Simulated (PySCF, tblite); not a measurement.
# CH₈NSi₂ radical, a small gas-phase stand-in for a defect centre (Si site with back bonds N[SiH3], C, [H]): EPR parameters

Wanted: the EPR parameters for `C[SiH]N[SiH3]`. It is drawn as: dangling bond.

Programs: tblite 0.8.0 and PySCF 2.14.0. All values are calculated, for the isolated system unless a continuum is named. Atoms count from 0, parts from 1.

## Step 1: The system as given

12 atoms, charge 0, multiplicity 2; geometry: distance geometry start.

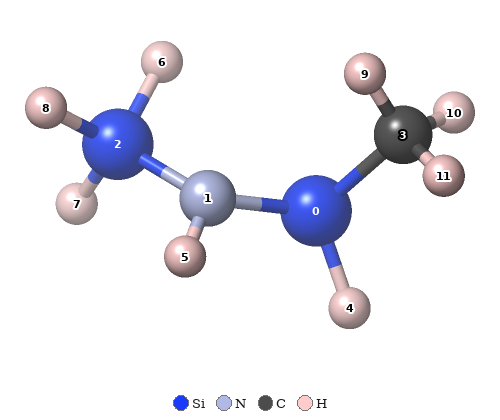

The starting geometry (silicon blue, nitrogen light blue, carbon dark grey, hydrogen pink), atoms numbered.

## Step 2: Geometry optimisation with GFN2-xTB

What the job is given:

```
{"job": {"kind": "relax", "xc": "GFN2-xTB", "basis": "xTB"}, "charge": 0, "multiplicity": 2}
Si     0.813818    -0.743991     0.132427
N     -0.620885    -0.086179     0.937843
Si    -2.105357    -0.160042    -0.030931
C      1.992099     0.683775    -0.127827
H      1.465569    -1.816179     0.889480
H     -0.758511    -0.375443     1.921441
H     -1.732187     0.305734    -1.394449
H     -2.691637    -1.487230    -0.147552
H     -3.064036     0.823417     0.524472
H      1.396797     1.631039    -0.239537
H      2.565638     0.448460    -1.024072
H      2.738002     0.766312     0.720077
```

With the program's defaults for keys left out, this is: GFN2-xTB geometry optimisation, gas phase.

Run with:

```console
OMP_NUM_THREADS=1 python cluster_run.py task.json out
```

This one command runs all jobs of the session in turn.

Log:

```text
step      E/eV     max force
  0    -341.85591    1.298
  1    -341.94833    0.789
  2    -341.99711    0.642
  3    -342.01536    0.445
  4    -342.03911    0.327
  5    -342.04782    0.325
  6    -342.06017    0.352
  7    -342.06857    0.281
  8    -342.07443    0.173
  9    -342.07796    0.141
 10    -342.08204    0.179
 11    -342.08658    0.255
 12    -342.09109    0.225
 13    -342.09473    0.167
 14    -342.09783    0.160
 15    -342.10163    0.213
 16    -342.10591    0.226
 17    -342.10855    0.142
 18    -342.10991    0.094
 19    -342.11103    0.116
 20    -342.11227    0.165
 21    -342.11393    0.177
 22    -342.11578    0.134
 23    -342.11733    0.109
 24    -342.11822    0.077
 25    -342.11869    0.062
 26    -342.11899    0.054
 27    -342.11932    0.058
 28    -342.11981    0.084
 29    -342.12032    0.084
 30    -342.12067    0.046
 31    -342.12087    0.038
 32    -342.12101    0.034
 33    -342.12117    0.045
 34    -342.12132    0.036
 35    -342.12143    0.030
 36    -342.12156    0.033
 37    -342.12178    0.052
 38    -342.12217    0.073
 39    -342.12273    0.080
 40    -342.12325    0.063
 41    -342.12365    0.057
 42    -342.12408    0.073
 43    -342.12489    0.118
 44    -342.12632    0.156
 45    -342.12811    0.167
 46    -342.12998    0.131
 47    -342.13111    0.181
 48    -342.13147    0.200
 49    -342.13328    0.122
 50    -342.13489    0.113
 51    -342.13699    0.177
 52    -342.13931    0.134
 53    -342.14148    0.211
 54    -342.14170    0.195
 55    -342.14412    0.134
 56    -342.14501    0.143
 57    -342.14666    0.107
 58    -342.14907    0.139
 59    -342.14963    0.081
 60    -342.15040    0.079
 61    -342.15112    0.115
 62    -342.15207    0.085
 63    -342.15489    0.088
 64    -342.15584    0.069
 65    -342.15572    0.144
 66    -342.15660    0.060
 67    -342.15696    0.054
 68    -342.15861    0.088
 69    -342.15910    0.100
 70    -342.16015    0.098
 71    -342.16153    0.071
 72    -342.16277    0.086
 73    -342.16311    0.159
 74    -342.16370    0.099
 75    -342.16453    0.092
 76    -342.16506    0.050
 77    -342.16583    0.070
 78    -342.16651    0.092
 79    -342.16719    0.086
 80    -342.16798    0.078
 81    -342.16885    0.059
 82    -342.16957    0.064
 83    -342.17008    0.078
 84    -342.17053    0.089
 85    -342.17103    0.066
 86    -342.17181    0.058
 87    -342.17246    0.073
 88    -342.17426    0.102
 89    -342.17614    0.100
 90    -342.17804    0.079
 91    -342.17947    0.111
 92    -342.18001    0.137
 93    -342.18133    0.083
 94    -342.18242    0.135
 95    -342.18454    0.134
 96    -342.18664    0.168
 97    -342.18942    0.133
 98    -342.19420    0.207
 99    -342.19647    0.131
100    -342.19878    0.239
101    -342.19840    0.506
102    -342.20323    0.095
103    -342.20454    0.088
104    -342.20746    0.105
105    -342.20826    0.104
106    -342.21022    0.091
107    -342.21120    0.082
108    -342.21198    0.054
109    -342.21243    0.057
110    -342.21271    0.065
111    -342.21296    0.051
112    -342.21321    0.038
113    -342.21343    0.037
114    -342.21356    0.037
115    -342.21366    0.034
116    -342.21375    0.026
117    -342.21386    0.029
118    -342.21398    0.032
119    -342.21410    0.031
120    -342.21421    0.030
121    -342.21434    0.032
122    -342.21450    0.034
123    -342.21468    0.035
124    -342.21489    0.035
125    -342.21518    0.045
126    -342.21570    0.057
127    -342.21612    0.098
128    -342.21724    0.122
129    -342.21806    0.078
130    -342.21901    0.066
131    -342.21969    0.058
132    -342.21849    0.191
133    -342.22033    0.117
134    -342.22065    0.055
135    -342.22118    0.052
136    -342.22169    0.058
137    -342.22215    0.045
138    -342.22261    0.056
139    -342.22291    0.048
140    -342.22314    0.057
141    -342.22332    0.029
142    -342.22344    0.046
143    -342.22354    0.033
144    -342.22367    0.025
145    -342.22380    0.022
146    -342.22389    0.020
147    -342.22395    0.018
148    -342.22400    0.016
149    -342.22404    0.015
150    -342.22409    0.017
151    -342.22412    0.015
152    -342.22415    0.012
153    -342.22417    0.014
154    -342.22418    0.011
155    -342.22420    0.014
156    -342.22422    0.011
157    -342.22424    0.011
158    -342.22426    0.011
159    -342.22429    0.014
160    -342.22432    0.017
161    -342.22434    0.016
162    -342.22437    0.015
163    -342.22439    0.015
164    -342.22443    0.018
165    -342.22447    0.020
166    -342.22450    0.014
167    -342.22453    0.010
168    -342.22455    0.011
169    -342.22457    0.019
170    -342.22462    0.028
171    -342.22470    0.030
172    -342.22480    0.028
173    -342.22489    0.031
174    -342.22497    0.028
175    -342.22505    0.029
176    -342.22515    0.036
177    -342.22532    0.039
178    -342.22556    0.046
179    -342.22588    0.040
180    -342.22620    0.054
181    -342.22647    0.054
182    -342.22666    0.088
183    -342.22697    0.047
184    -342.22716    0.032
185    -342.22726    0.042
186    -342.22735    0.023
187    -342.22744    0.021
188    -342.22753    0.033
189    -342.22755    0.035
190    -342.22763    0.016
191    -342.22767    0.013
192    -342.22775    0.027
193    -342.22779    0.029
194    -342.22783    0.019
195    -342.22787    0.014
196    -342.22790    0.014
197    -342.22794    0.015
198    -342.22796    0.014
199    -342.22797    0.012
200    -342.22799    0.007
```

It took 2.7 s on 1 thread of AMD EPYC 7R43, shared host.

Along the way:

```tsv
step	energy from step 0 (eV)	largest force (eV/Å)
0	0.0000	1.2985
8	-0.2185	0.1728
16	-0.2500	0.2257
24	-0.2623	0.0771
32	-0.2651	0.0338
40	-0.2673	0.0631
48	-0.2756	0.1998
56	-0.2891	0.1431
64	-0.2999	0.0686
72	-0.3069	0.0867
80	-0.3121	0.0779
88	-0.3184	0.1027
96	-0.3307	0.1683
104	-0.3516	0.1046
112	-0.3573	0.0377
120	-0.3583	0.0296
128	-0.3613	0.1221
136	-0.3658	0.0581
144	-0.3678	0.0252
152	-0.3682	0.0117
160	-0.3684	0.0164
168	-0.3686	0.0108
176	-0.3692	0.0363
184	-0.3713	0.0324
192	-0.3718	0.0269
200	-0.3721	0.0075
```

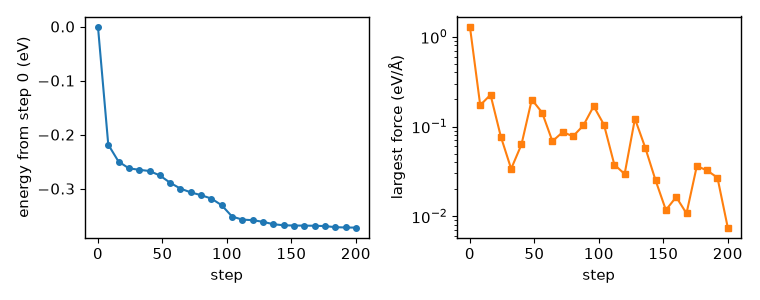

Energy and largest force along the relaxation.

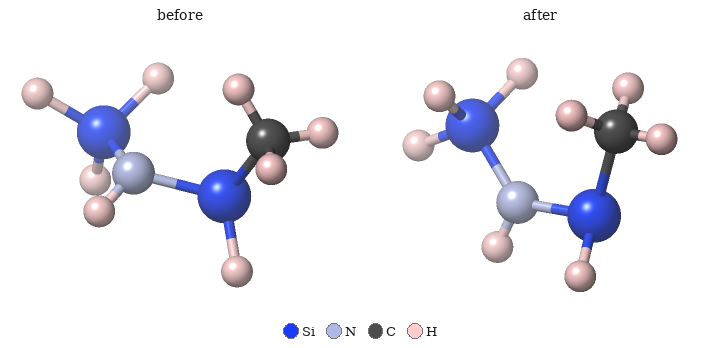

Before and after, at one scale.

Close pairs (by a distance rule), those that changed most:

```tsv
bond	before (Å)	after (Å)	change (Å)
C3–H11	1.132	1.089	-0.044
N1–Si2	1.774	1.730	-0.044
C3–H9	1.124	1.086	-0.039
Si0–N1	1.772	1.740	-0.032
N1–H5	1.034	1.007	-0.028
Si0–C3	1.869	1.893	+0.024
Si2–H6	1.488	1.465	-0.024
Si2–H8	1.481	1.468	-0.013
```

## Step 3: Relaxing the molecule at PBE0-D3(BJ)/def2-SVP

What the job is given:

```
{"job": {"xc": "PBE0", "basis": "def2-SVP", "d3": "d3bj", "grid": 2, "kind": "geom", "shake": 0.01}, "charge": 0, "multiplicity": 2}
Si     1.152959    -1.022711     0.161607
N     -0.603922    -1.050245     0.328611
Si    -1.830782     0.090049    -0.156943
C      1.689540     0.749919    -0.361927
H      1.694347    -1.421876     1.438208
H     -0.946214    -1.882073     0.761178
H     -1.603586     0.435693    -1.557569
H     -3.079042    -0.566521     0.067207
H     -1.713534     1.315543     0.685145
H      1.252790     1.013869    -1.321033
H      2.728701     0.832436    -0.396324
H      1.297233     1.478332     0.368840
```

Log:

```text
step   0  E = -676.03640075  max force = 0.047599
step   1  E = -676.04463414  max force = 0.003084
step   2  E = -676.04481300  max force = 0.001375
step   3  E = -676.04483456  max force = 0.000966
step   4  E = -676.04485472  max force = 0.000685
step   5  E = -676.04487353  max force = 0.000655
step   6  E = -676.04488444  max force = 0.000433
optimisation converged
```

Run time: 44 s. Hardware: 1 thread of AMD EPYC 7R43, shared host; peak memory 0.55 GiB.

The steps of the relaxation:

```tsv
step	energy from step 0 (eV)	largest force component (eV/Å)
0	0.0000	2.4476
1	-0.2240	0.1586
2	-0.2289	0.0707
3	-0.2295	0.0497
4	-0.2300	0.0352
5	-0.2306	0.0337
6	-0.2309	0.0223
```

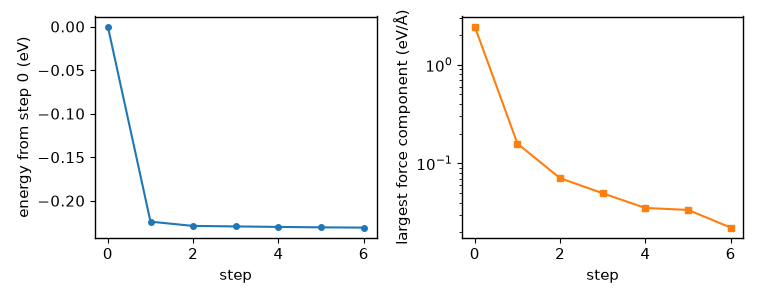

Energy and largest force along the relaxation.

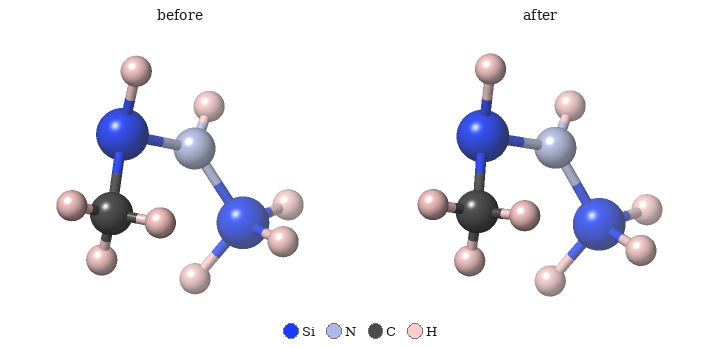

Before and after, at one scale.

Distances of close pairs at the start and the end, largest changes first:

```tsv
bond	before (Å)	after (Å)	change (Å)
Si2–H7	1.428	1.493	+0.065
Si0–H4	1.443	1.506	+0.063
C3–H10	1.043	1.101	+0.058
Si0–C3	1.925	1.883	-0.041
Si2–H6	1.460	1.497	+0.036
N1–H5	0.998	1.016	+0.018
Si0–N1	1.765	1.749	-0.016
C3–H9	1.086	1.101	+0.014
```

The next job starts from the end point, and lists it.

```tsv
at the end point	value
point group (found at 0.08 Å tolerance)	C1
rotational constants (GHz, main isotopes)	7.947, 2.511, 2.001
dipole moment (D)	0.32
⟨S²⟩	0.752
```

## Step 4: EPR parameters: B3LYP/IGLO-III+pcH-1

What the job is given:

```
{"job": {"kind": "epr"}, "charge": 0, "multiplicity": 2}
Si     1.116324    -0.997151     0.139620
N     -0.618091    -1.041055     0.357217
Si    -1.817460     0.080707    -0.232789
C      1.616487     0.774962    -0.255420
H      1.779722    -1.469484     1.406765
H     -0.991724    -1.892163     0.768034
H     -1.613503     0.397735    -1.681087
H     -3.158498    -0.551163    -0.051641
H     -1.794065     1.380283     0.509223
H      1.169749     1.124185    -1.199045
H      2.710542     0.838774    -0.359437
H      1.307796     1.460305     0.551762
```

Method: UKS B3LYP, IGLO-III on C N Si, pcH-1 on H, non-relativistic, mean-field spin-orbit, GIAO.

Log:

```text
UKS, coarse grid
  cycle   1  E = -676.69123494  |g| = 4.21e-01
  cycle   2  E = -676.58006577  |g| = 6.37e-01
  cycle   3  E = -676.76092997  |g| = 9.30e-02
  cycle   4  E = -676.76429608  |g| = 3.58e-02
  cycle   5  E = -676.76492674  |g| = 6.89e-03
  cycle   6  E = -676.76494928  |g| = 1.38e-03
  cycle   7  E = -676.76495028  |g| = 4.73e-04
UKS, final grid
  cycle   1  E = -676.76501346  |g| = 4.83e-04
  cycle   2  E = -676.76501338  |g| = 6.95e-04
  cycle   3  E = -676.76501358  |g| = 1.18e-04
  cycle   4  E = -676.76501358  |g| = 1.95e-05
E = -676.76501358 Eh   <S^2> = 0.7517 (exact 0.7500)
g shifts (ppm)      1          2          3
  rmc          -146       -146       -146
  gc             41         32         54
  oz_so        -142         45       1127
  total        -246        -69       1036
hyperfine (MHz)  atom isotope    a_iso     a_fc   dipolar eigenvalues
    0  29Si    -577.98    -579.11   -140.58     69.06     71.51
    1   14N      12.35      12.34     -5.82     -5.41     11.24
    2  29Si       2.72       2.72     -1.76      0.63      1.12
    3   13C      39.76      39.75     -4.88     -4.33      9.21
    4    1H     131.67     131.66     -7.28     -0.30      7.58
    5    1H      -7.40      -7.42     -7.32     -3.01     10.33
    6    1H       4.78       4.78     -1.49     -1.17      2.66
    7    1H      -0.03      -0.03     -1.19     -1.01      2.19
    8    1H       8.30       8.30     -1.15     -0.92      2.07
    9    1H       2.53       2.53     -4.39     -2.60      6.99
   10    1H      -2.23      -2.23     -4.35     -2.18      6.53
   11    1H      52.06      52.06     -3.86      0.00      3.85
```

Run time: 26 s. Hardware: 1 thread of AMD EPYC 7R43, shared host; peak memory 0.83 GiB.

Principal g values 2.00207, 2.00225, 2.00335; g(iso) = 2.00256, against 2.00232 for a free electron.

Hyperfine couplings, nucleus by nucleus at this fixed geometry (no averaging over rotations):

```tsv
nuclei	isotope	a(iso) (MHz)	a(iso) (G, at g = 2.0023)	largest dipolar term (MHz)
Si0	29Si	-578.0	-206.2	-140.6
H4	1H	131.7	47.0	7.6
H11	1H	52.1	18.6	-3.9
C3	13C	39.8	14.2	9.2
N1	14N	12.4	4.4	11.2
H8	1H	8.3	3.0	2.1
H5	1H	-7.4	-2.6	10.3
H6	1H	4.8	1.7	2.7
Si2	29Si	2.7	1.0	-1.8
H9	1H	2.5	0.9	7.0
H10	1H	-2.2	-0.8	6.5
H7	1H	0.0	0.0	2.2
```

Mulliken spin populations:

```tsv
atom	value (e)
Si0	0.81
N1	0.07
Si2	0.01
C3	0.01
H4	0.07
H5	-0.01
H6	0.00
H7	0.00
H8	0.00
H9	0.00
H10	0.00
H11	0.02
```

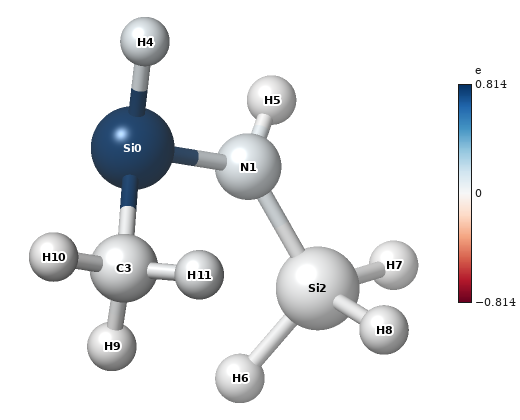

Mulliken spin populations, as colours on the atoms.

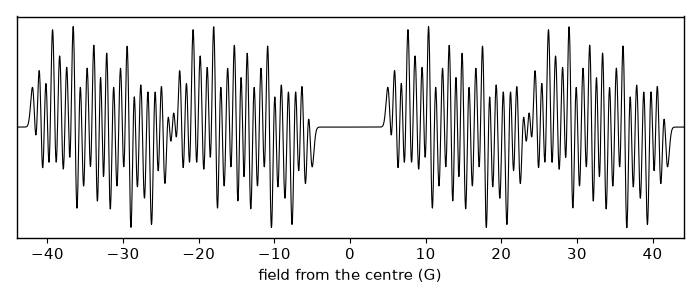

First-order isotropic spectrum (first derivative, main isotopes with spin only, couplings over 0.8 MHz, Gaussian width 0.3 G; couplings of the frozen geometry, rotation of groups not averaged beyond the rows shown).

## Step 5: EPR parameters: BHandHLYP/IGLO-III+pcH-1

Same as in step 4 but for these lines:

```diff
@@ -1,2 +1,2 @@
-{"job": {"kind": "epr"}, "charge": 0, "multiplicity": 2}
+{"job": {"kind": "epr", "xc": "BHandHLYP"}, "charge": 0, "multiplicity": 2}
 Si     1.116324    -0.997151     0.139620
```

With the program's defaults for keys left out, this is: UKS BHandHLYP, IGLO-III on C N Si, pcH-1 on H, non-relativistic, mean-field spin-orbit, GIAO.

Log:

```text
UKS, coarse grid
  cycle   1  E = -676.60710258  |g| = 3.07e-01
  cycle   2  E = -676.61429471  |g| = 2.97e-01
  cycle   3  E = -676.65091469  |g| = 4.89e-02
  cycle   4  E = -676.65201086  |g| = 1.89e-02
  cycle   5  E = -676.65220939  |g| = 4.37e-03
  cycle   6  E = -676.65222483  |g| = 1.30e-03
  cycle   7  E = -676.65222801  |g| = 3.65e-04
UKS, final grid
  cycle   1  E = -676.65226577  |g| = 1.96e-04
  cycle   2  E = -676.65226583  |g| = 1.33e-04
  cycle   3  E = -676.65226585  |g| = 7.22e-05
  cycle   4  E = -676.65226586  |g| = 3.63e-05
  cycle   5  E = -676.65226586  |g| = 6.25e-06
E = -676.65226586 Eh   <S^2> = 0.7526 (exact 0.7500)
g shifts (ppm)      1          2          3
  rmc          -147       -147       -147
  gc             50         24         55
  oz_so        -183         36       1004
  total        -280        -87        913
hyperfine (MHz)  atom isotope    a_iso     a_fc   dipolar eigenvalues
    0  29Si    -610.30    -611.42   -145.82     71.34     74.48
    1   14N      14.74      14.73     -5.55     -5.09     10.64
    2  29Si       3.72       3.72     -1.50      0.48      1.03
    3   13C      41.41      41.40     -4.94     -4.24      9.18
    4    1H     133.83     133.83     -7.18     -0.15      7.33
    5    1H      -8.78      -8.80     -7.28     -3.10     10.38
    6    1H       2.99       2.99     -1.46     -1.21      2.67
    7    1H       0.08       0.08     -1.14     -0.98      2.11
    8    1H       6.35       6.35     -1.12     -0.92      2.03
    9    1H       1.45       1.45     -4.46     -2.64      7.10
   10    1H      -2.60      -2.60     -4.40     -2.27      6.68
   11    1H      51.34      51.34     -3.83      0.08      3.74
```

It took 29 s on 1 thread of AMD EPYC 7R43, shared host; peak memory 0.89 GiB.

In short: g(iso) 2.00250.

## Step 6: Comparing the runs: EPR parameters

g, ⟨S²⟩ and isotropic hyperfine couplings (MHz), with basis size and wall time:

```tsv
run	g(iso)	⟨S²⟩	29Si Si0	1H H4	1H H11	13C C3	14N N1	functions	time
B3LYP/IGLO-III+pcH-1	2.00256	0.752	-578.0	131.7	52.1	39.8	12.4	238	26 s
BHandHLYP/IGLO-III+pcH-1	2.00250	0.753	-610.3	133.8	51.3	41.4	14.7	238	29 s
```

## Step 7: Outcome

| quantity | value |
| --- | --- |
| point group | C1 |
| rotational constants (main isotopes) | 7.95, 2.51, 2.00 GHz |
| g(iso) (B3LYP) | 2.00256 |
| ⟨S²⟩ | 0.752 (exact 0.75) |
| largest a(iso) | 29Si on Si0, -578.0 MHz |

In words: The start of the PBE0/def2-SVP relaxation was shaken at random by about 0.01 Å, so part of the energy gained, and of the first lengths quoted, undoes that. Over 6 steps the energy fell by 0.231 eV; of the close pairs, Si2–H7 changed most, 1.428 to 1.493 Å (PBE0/def2-SVP). Si0 carries the largest spin population, 0.81 e. The isotropic g lies 0.2 ppt above the free-electron value. The coupling of 29Si on Si0 runs from -610.3 (BHandHLYP/IGLO-III+pcH-1) to -578.0 MHz (B3LYP/IGLO-III+pcH-1). A capped cluster stands for the solid here, so long-range fields and strain are missing, and bands or shifts of the capping hydrogens have no counterpart in it.
